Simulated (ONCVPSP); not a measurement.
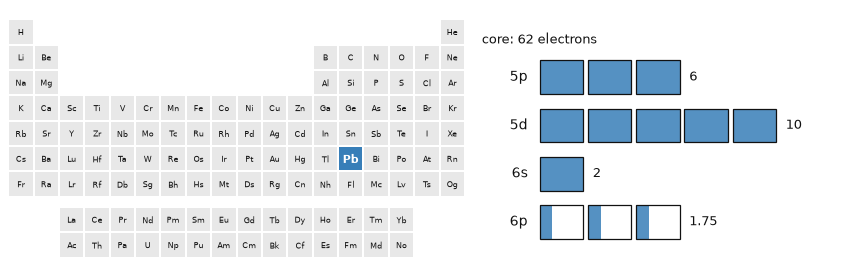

Fig. 1: Left, the place of lead in the periodic table; right, the valence shells of the reference configuration: a box for each of the 2l + 1 orbitals, shaded by the share of the shell that is filled, with the electron count at the right.

# Pseudopotential generation, with input and output: Pb

- system: lead (Pb, Z = 82), core [Kr] 4d10 4f14 5s2, reference valence 5p6 5d10 6s2 6p1.75 (an ion of charge +0.25), valence charge 20.
- method: ONCV potential, BLYP, scalar-relativistic, made with ONCVPSP 4.0.1

Log (extracts):
```
ONCVPSP  (Optimized Norm-Conservinng Vanderbilt PSeudopotential)
scalar-relativistic version 4.0.1

#   n    l    f        energy (Ha)
    1    0    2.00    -3.2393964E+03
    2    0    2.00    -5.7944885E+02
    2    1    6.00    -4.9695419E+02
    3    0    2.00    -1.3913439E+02
    3    1    6.00    -1.1548816E+02
    3    2   10.00    -9.1394578E+01
    4    0    2.00    -3.1536145E+01
    4    1    6.00    -2.3789095E+01
    4    2   10.00    -1.4831037E+01
    4    3   14.00    -4.9402562E+00
    5    0    2.00    -5.3575386E+00
    5    1    6.00    -3.2113024E+00
    5    2   10.00    -8.3468602E-01
    6    0    2.00    -5.0081620E-01
    6    1    1.75    -1.8059402E-01

Reference configufation results
  iterations    23
  all-electron total energy (Ha)   -2.08829375D+04

Begin loop to  construct optimized pseudo wave functions
and semi-local pseudopoentials for all angular momenta

   Wellstate for l =  0  n =  8
     eigenvalue =   1.2992
     asymptotic potential =   1.7992
     half-point radius =  4.8149

Calculating optimized projector #   1

 for l=   0

    Fraction of norm inside rc  0.450895
    Optimizing pswf for qcut=   3.10 a_B^-1,  ecut=   4.80 Ha
    Residual kinetic energy error=  6.01D-03 Ha

    Energy error per electron        Cutoff
         Ha          eV             Ha
         0.01000     0.27211        4.30
         0.00100     0.02721       15.20
         0.00010     0.00272       25.34
         0.00001     0.00027       29.84

Calculating optimized projector #   2

 for l=   0

    Fraction of norm inside rc  0.100991
    Optimizing pswf for qcut=   3.10 a_B^-1,  ecut=   4.80 Ha
    Residual kinetic energy error=  1.41D-02 Ha

    Energy error per electron        Cutoff
         Ha          eV             Ha
         0.01000     0.27211        5.13
         0.00100     0.02721       11.82
         0.00010     0.00272       24.19
         0.00001     0.00027       39.09

   Wellstate for l =  1  n =  7
     eigenvalue =   1.5194
     asymptotic potential =   2.0194
     half-point radius =  3.2786

Calculating optimized projector #   1

 for l=   1

    Fraction of norm inside rc  0.955344
    Optimizing pswf for qcut=   7.51 a_B^-1,  ecut=  28.17 Ha
    Residual kinetic energy error=  2.14D-04 Ha

    Energy error per electron        Cutoff
         Ha          eV             Ha
         0.01000     0.27211       13.74
         0.00100     0.02721       17.32
         0.00010     0.00272       49.08
         0.00001     0.00027       78.15

Calculating optimized projector #   2

 for l=   1

    Fraction of norm inside rc  0.047598
    Optimizing pswf for qcut=   7.51 a_B^-1,  ecut=  28.17 Ha
    Residual kinetic energy error=  9.09D-05 Ha

    Energy error per electron        Cutoff
         Ha          eV             Ha
         0.01000     0.27211       10.85
         0.00100     0.02721       14.62
         0.00010     0.00272       27.67
         0.00001     0.00027       74.77

Calculating optimized projector #   3

 for l=   1

    Fraction of norm inside rc  0.098279
    Optimizing pswf for qcut=   7.51 a_B^-1,  ecut=  28.17 Ha
    Residual kinetic energy error=  3.59D-04 Ha

    Energy error per electron        Cutoff
         Ha          eV             Ha
         0.01000     0.27211       12.78
         0.00100     0.02721       21.73
         0.00010     0.00272       34.46
         0.00001     0.00027       74.30

   Wellstate for l =  2  n =  6
     eigenvalue =   0.0653
     asymptotic potential =   0.5653
     half-point radius = 11.8035

Calculating optimized projector #   1

 for l=   2

    Fraction of norm inside rc  0.520016
    Optimizing pswf for qcut=   8.79 a_B^-1,  ecut=  38.64 Ha
    Residual kinetic energy error=  9.58D-05 Ha

    Energy error per electron        Cutoff
         Ha          eV             Ha
         0.01000     0.27211       19.32
         0.00100     0.02721       24.02
         0.00010     0.00272       38.22
         0.00001     0.00027      101.83

Calculating optimized projector #   2

 for l=   2

    Fraction of norm inside rc  0.014217
    Optimizing pswf for qcut=   8.79 a_B^-1,  ecut=  38.64 Ha
    Residual kinetic energy error=  2.97D-06 Ha

    Energy error per electron        Cutoff
         Ha          eV             Ha
         0.01000     0.27211       11.32
         0.00100     0.02721       17.62
         0.00010     0.00272       22.57
         0.00001     0.00027       27.17

Construct Vanderbilt / Kleinmman-Bylander projectors

B matrix Hermiticity error, ll=   0
   1   2   -1.3744E-04

  Orthonormal projector coefficients  1.1785E+01  1.1402E+00

B matrix Hermiticity error, ll=   1
   1   2    4.3172E-04
   1   3   -8.7217E-04
   2   3    9.3635E-05

  Orthonormal projector coefficients  3.1092E+01  9.4152E+00  1.7458E+00

B matrix Hermiticity error, ll=   2
   1   2    5.5068E-05

  Orthonormal projector coefficients  8.3200E+00  1.3789E+00

Model core correction analysis
  based on d2Exc/dn_idn_j

d2excae - all-electron derivatives

   -2.497696D-02   -1.811517D-02   -3.213866D-03   -1.280356D-03
   -1.811520D-02   -1.861292D-02   -8.538572D-03   -3.684389D-03
   -3.213778D-03   -8.538284D-03   -2.045722D-02   -1.585560D-02
   -1.280335D-03   -3.684099D-03   -1.585448D-02   -2.006192D-02

d2excps - pseudofunction derivatives with no core correction

   -3.605670D-02   -2.226340D-02   -3.735013D-03   -2.030522D-03
   -2.226365D-02   -2.133951D-02   -9.610121D-03   -3.896430D-03
   -3.734933D-03   -9.609843D-03   -2.070221D-02   -1.585662D-02
   -2.030579D-03   -3.896141D-03   -1.585550D-02   -2.013911D-02

rms 2nd derivative error    3.247436E-03

rmatch, rhocmatch    0.7766   22.1612

Teter function model core charge with specified parameters

d2excps - pseudofunction derivatives with core correction

   -2.352523D-02   -1.758211D-02   -3.516336D-03   -1.272657D-03
   -1.758211D-02   -1.868658D-02   -9.387637D-03   -3.689254D-03
   -3.516252D-03   -9.387343D-03   -2.062837D-02   -1.584028D-02
   -1.272634D-03   -3.688962D-03   -1.583916D-02   -2.008030D-02

rms 2nd derivative error    5.205988E-04

Pseudoatom total energy -151.324903

Diagnostic tests using Vanderbilt-Kleinman-Bylander pseudopotentials
  1 or more projectors used as specified by nproj input data

   l    rcore       rmatch      e in        delta e   norm test  slope test

   0   2.1088760   2.1729061  -0.5008162  -0.0000023   1.0000474   1.0000620
   0   2.1088760   2.1729061   1.2991838   0.0000004   1.0003151   1.0003151

   1   1.6015627   1.6501896  -3.2113024   0.0000051   1.0002789   1.0002744
   1   1.6015627   1.6501896  -0.1805940   0.0000070   1.0000611   1.0000487
   1   1.6015627   1.6501896   1.5194060   0.0000689   1.0003547   1.0003547

   2   1.2532183   1.2912687  -0.8346860   0.0000041   1.0001701   1.0002062
   2   1.2532183   1.2912687   0.0653140   0.0000218   1.0003786   1.0003786

 Testing for bound ghosts
   n   l    E NL Schr. Eq   E Basis Diag.   E Cutoff

       0                      -11.651414     42.06  WARNING - GHOST(-)
   1   0       -0.500818       -0.499767     42.06

   2   1       -3.211297       -3.211297    155.01
   3   1       -0.180587       -0.104888    155.01

   3   2       -0.834682       -0.830521    164.05

 Testing for highly-localized positive-energy ghosts
       l    <radius>/rc     E Basis Diag.   E Cutoff

       1        0.736893       26.149145    155.01  WARNING - GHOST(+)

Test configuration 0

   n   l     f        eae           eps        diff
   1   0  2.0000-3239.39638127
   2   0  2.0000 -579.44885071
   2   1  6.0000 -496.95418843
   3   0  2.0000 -139.13438937
   3   1  6.0000 -115.48815868
   3   2 10.0000  -91.39457833
   4   0  2.0000  -31.53614469
   4   1  6.0000  -23.78909532
   4   2 10.0000  -14.83103730
   4   3 14.0000   -4.94025619
   5   0  2.0000   -5.35753861
   5   1  6.0000   -3.21130245   -3.21129738    5.07D-06
   5   2 10.0000   -0.83468602   -0.83468189    4.13D-06
   6   0  2.0000   -0.50081620   -0.50081849   -2.29D-06
   6   1  1.7500   -0.18059402   -0.18058706    6.96D-06

    Total energies and differences
      AE_ref= -2.08829375D+04  AE_tst= -2.08829375D+04  dif=  0.00D+00
      PS_ref= -1.51324903D+02  PS_tst= -1.51324903D+02  dif= -5.68D-14
      PSP excitation error=  5.68D-14

Test configuration 1

   n   l     f        eae           eps        diff
   1   0  2.0000-3239.33126149
   2   0  2.0000 -579.38388495
   2   1  6.0000 -496.88920971
   3   0  2.0000 -139.06944955
   3   1  6.0000 -115.42321724
   3   2 10.0000  -91.32964519
   4   0  2.0000  -31.47121237
   4   1  6.0000  -23.72416351
   4   2 10.0000  -14.76610939
   4   3 14.0000   -4.87533159
   5   0  2.0000   -5.29263128
   5   1  6.0000   -3.14636996   -3.14622733    1.43D-04
   5   2 10.0000   -0.76994553   -0.76991658    2.90D-05
   6   0  2.0000   -0.43927744   -0.43929473   -1.73D-05
   6   1  2.0000   -0.12586327   -0.12585589    7.38D-06

    Total energies and differences
      AE_ref= -2.08829375D+04  AE_tst= -2.08829758D+04  dif= -3.82D-02
      PS_ref= -1.51324903D+02  PS_tst= -1.51363137D+02  dif= -3.82D-02
      PSP excitation error=  1.53D-05

Test configuration 2

   n   l     f        eae           eps        diff
   1   0  2.0000-3239.61620182
   2   0  2.0000 -579.66787177
   2   1  6.0000 -497.17327336
   3   0  2.0000 -139.35324945
   3   1  6.0000 -115.70702612
   3   2 10.0000  -91.61340874
   4   0  2.0000  -31.75493204
   4   1  6.0000  -24.00787436
   4   2 10.0000  -15.04979083
   4   3 14.0000   -5.15898307
   5   0  2.0000   -5.57603771
   5   1  6.0000   -3.42983619   -3.43040373   -5.68D-04
   5   2 10.0000   -1.05208035   -1.05217740   -9.71D-05
   6   0  2.0000   -0.70459491   -0.70453537    5.95D-05
   6   1  1.0000   -0.36225477   -0.36225980   -5.04D-06

    Total energies and differences
      AE_ref= -2.08829375D+04  AE_tst= -2.08827355D+04  dif=  2.02D-01
      PS_ref= -1.51324903D+02  PS_tst= -1.51122805D+02  dif=  2.02D-01
      PSP excitation error= -9.42D-05

Test configuration 3

   n   l     f        eae           eps        diff
   1   0  2.0000-3239.95403149
   2   0  2.0000 -580.00377765
   2   1  6.0000 -497.50932607
   3   0  2.0000 -139.68870239
   3   1  6.0000 -116.04249438
   3   2 10.0000  -91.94880172
   4   0  2.0000  -32.09013093
   4   1  6.0000  -24.34304079
   4   2 10.0000  -15.38488426
   4   3 14.0000   -5.49399101
   5   0  2.0000   -5.91018385
   5   1  6.0000   -3.76383782   -3.76551034   -1.67D-03
   5   2 10.0000   -1.38299058   -1.38328201   -2.91D-04
   6   0  2.0000   -1.00895531   -1.00877139    1.84D-04

    Total energies and differences
      AE_ref= -2.08829375D+04  AE_tst= -2.08822396D+04  dif=  6.98D-01
      PS_ref= -1.51324903D+02  PS_tst= -1.50626590D+02  dif=  6.98D-01
      PSP excitation error= -3.60D-04

Test configuration 4

   n   l     f        eae           eps        diff
   1   0  2.0000-3239.84568749
   2   0  2.0000 -579.90379531
   2   1  6.0000 -497.40901006
   3   0  2.0000 -139.58579632
   3   1  6.0000 -115.93951132
   3   2 10.0000  -91.84681610
   4   0  2.0000  -31.98441647
   4   1  6.0000  -24.23707375
   4   2 10.0000  -15.27888296
   4   3 14.0000   -5.38728011
   5   0  2.0000   -5.79096270
   5   1  6.0000   -3.63357505   -3.63571436   -2.14D-03
   5   2  9.0000   -1.22235079   -1.22336446   -1.01D-03
   6   0  2.0000   -0.78860607   -0.78709729    1.51D-03
   6   1  2.0000   -0.41279546   -0.41292311   -1.28D-04

    Total energies and differences
      AE_ref= -2.08829375D+04  AE_tst= -2.08819860D+04  dif=  9.52D-01
      PS_ref= -1.51324903D+02  PS_tst= -1.50372628D+02  dif=  9.52D-01
      PSP excitation error= -7.56D-04
```

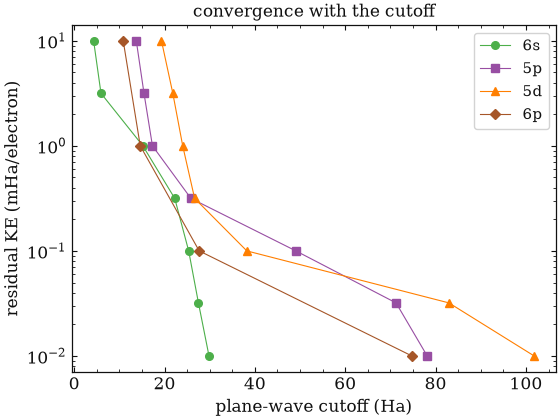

Fig. 2: Residual kinetic energy of the pseudo-waves (the first of each channel, and further valence shells) beyond the plane-wave cutoff, as the generator prints it.

- Cutoffs for 1 mHa per electron: 5d: 24 Ha; 5p: 17 Ha; 6s: 15 Ha; 6p: 15 Ha.
- Hardest wave at 1 mHa per electron: 5d, with rc = 1.25 bohr and qcut = 8.8 1/bohr. The optimisation minimises, but can't always remove, the kinetic energy above qcut²/2 = 38.7 Ha, and a larger rc would as a rule soften the wave at some cost in transferability.
- Cutoffs for the occupied states: 24 Ha for 1 mHa and 49 Ha for 0.1 mHa per electron. The first is set by 5d. The potential isn't sound: its ghost test gives GHOST(-) flagged for s at -317.1 eV; no localised positive-energy state flagged (flags above 300 eV left out).

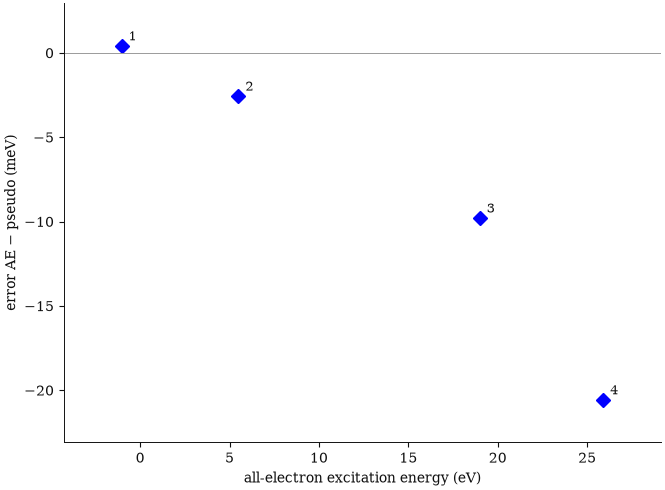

Fig. 3: Errors, all-electron minus pseudo, of the energies of valence configurations relative to the unpolarised reference 5p6 5d10 6s2 6p1.75. Points: 1 = 5p6 5d10 6s2 6p2; 2 = 5p6 5d10 6s2 6p1; 3 = 5p6 5d10 6s2 6p0; 4 = 5p6 5d9 6s2 6p2.

- Worst configuration: 5p6 5d9 6s2 6p2 (charge +1): the error is -21 meV on an all-electron energy of +25.89 eV relative to the reference, or 0.079 %.
- Errors in meV: 5p6 5d10 6s2 6p2: +0.4; 5p6 5d10 6s2 6p1: -2.6; 5p6 5d10 6s2 6p0: -9.8; 5p6 5d9 6s2 6p2: -21.
- Configurations within 10 meV and within 50 meV: 3 and 4 of 4.

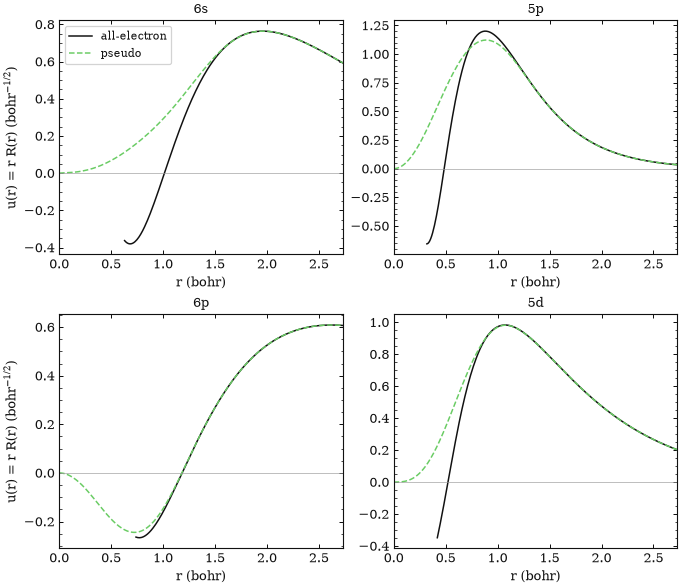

Fig. 4: All-electron valence functions (solid) with their pseudo partners (dashed). The innermost oscillations of some all-electron curves aren't drawn. Reference configuration 5p6 5d10 6s2 6p1.75.

- Matching radii: 6s at 2.10 bohr; 5p at 1.60 bohr; 6p at 1.60 bohr; 5d at 1.25 bohr. The curves merge smoothly, so the plot gives these only roughly.
- Nodes of the pseudo-waves: 6s has no node; 5p has no node; 6p has a node at about 1.2 bohr; 5d has no node. A node in 6p is expected, since a lower shell of the same l is also in the valence and the two must stay orthogonal.

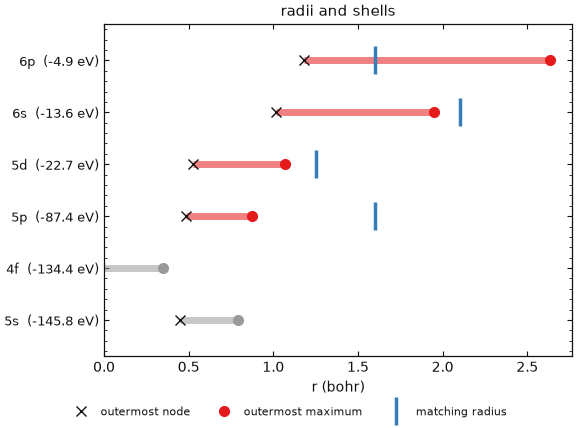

Fig. 5: Outer shells of the all-electron reference atom: each bar runs from the outermost node (or the nucleus) to the outermost maximum of u(r); the tick is the radius chosen for the pseudo-wave. Shells without a tick have no pseudo-wave of their own. Levels, nodes and maxima are from ld1.x, scalar-relativistic.

- Radii against the shells: 5p: 1.60 bohr, outside the maximum; 5d: 1.25 bohr, outside the maximum; 6s: 2.10 bohr, outside the maximum; 6p: 1.60 bohr, between node and maximum.

Input file:
```
# ATOM AND REFERENCE CONFIGURATION
# atsym  z   nc   nv     iexc    psfile
  Pb 82.00   11    4  -106131      upf
#
#   n    l    f
    1    0    2.00
    2    0    2.00
    2    1    6.00
    3    0    2.00
    3    1    6.00
    3    2   10.00
    4    0    2.00
    4    1    6.00
    4    2   10.00
    4    3   14.00
    5    0    2.00
    5    1    6.00
    5    2   10.00
    6    0    2.00
    6    1    1.75
#
# PSEUDOPOTENTIAL AND OPTIMIZATION
# lmax
    2
#
#   l,   rc,      ep,       ncon, nbas, qcut
    0    2.10    0.00    4    7    3.10
    1    1.60    0.00    5    8    7.50
    2    1.25    0.00    4    7    8.80
#
# LOCAL POTENTIAL
# lloc, lpopt,  rc(5),   dvloc0
    4    5    1.00    1.00
#
# VANDERBILT-KLEINMAN-BYLANDER PROJECTORs
# l, nproj, debl
    0    2    1.80
    1    3    1.70
    2    2    0.90
#
# MODEL CORE CHARGE
# icmod, fcfact, rcfact
    3    5.50    1.40
#
# LOG DERIVATIVE ANALYSIS
# epsh1, epsh2, depsh
   -5.00    5.00    0.04
#
# OUTPUT GRID
# rlmax, drl
    6.00    0.01
#
# TEST CONFIGURATIONS
# ncnf
    4
# nvcnf
#   n    l    f
    4
    5    1    6.00
    5    2   10.00
    6    0    2.00
    6    1    2.00
#
    4
    5    1    6.00
    5    2   10.00
    6    0    2.00
    6    1    1.00
#
    4
    5    1    6.00
    5    2   10.00
    6    0    2.00
    6    1    0.00
#
    4
    5    1    6.00
    5    2    9.00
    6    0    2.00
    6    1    2.00
#
```

Run as:
```bash
oncvpsp.x < Pb.dat > Pb.out
```

Summary:

- outcome: generated, with a ghost state
- cutoffs needed: 24 Ha and 49 Ha (the cutoffs at which the residual kinetic energy of the hardest occupied pseudo-wave falls to 1 and 0.1 mHa per electron)
- ghost test: GHOST(-) flagged for s at -317.1 eV; no localised positive-energy state flagged (flags above 300 eV left out)
- largest excitation error: -21 meV (all-electron minus pseudo) for 5p6 5d9 6s2 6p2, out of 4 test configurations
- rms error of d²Exc/dni dnj: 3.25 mHa without and 0.52 mHa with the model core
- range over which the phases arctan(r R′/R) at the test radius agree within 0.05 rad (a looser test near the poles than one of phase shifts): s: up to about 2.9 Ha; p: over the whole range computed; d: over the whole range computed; f: not judged, local potential alone
- hardware: 1 CPU thread, shared host
- wall time: 5.1 s

Notes:

The potential has a bound ghost state, so it can't be used as it stands.
